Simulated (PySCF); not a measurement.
Vertical excitations of a molecule C3H8OSi from TDDFT-PBE/def2-SVPD (PySCF 2.14.0), as energy in eV (oscillator strength): 4.17 (0.000), 5.70 (0.000), 5.79 (0.004), 5.80 (0.000), 5.81 (0.006), 6.15 (0.006), 6.77 (0.002), 6.80 (0.055), 7.13 (0.002), 7.49 (0.043). Lowest triplet (TDA): 3.55 eV. Geometry: B3LYP-D3(BJ)/def2-SVP. One conformer was computed; it need not be the lowest.

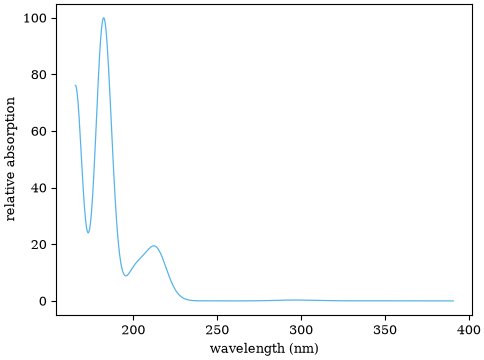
The lines broadened by 0.4 eV.

Problem. Which molecule gave these data?
A. C[SiH]1COC1
B. OC1C[SiH2]C1
C. O[SiH]1CCC1
D. C[SiH2]CC=O

Solution. D, C[SiH2]CC=O
